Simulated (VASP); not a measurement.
Band structure of Y (hcp). Computed with r2SCAN meta-GGA with spin-orbit coupling, VASP's PBE PAW potentials (set 64) (plane waves; VASP).

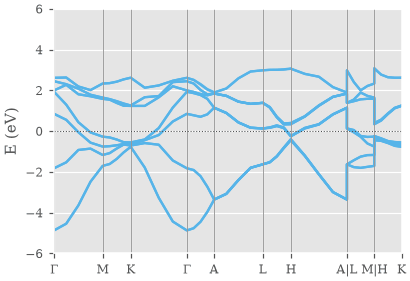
Fig. 1. Bands along high-symmetry lines, zero at the valence-band maximum or, without a gap, the Fermi level

### Question
Read the plot: is there a gap, and where are the band edges?

### Answer
It has no gap at this level: it comes out as a metal or semimetal.

The compound is Y in the hcp structure. It was relaxed first.
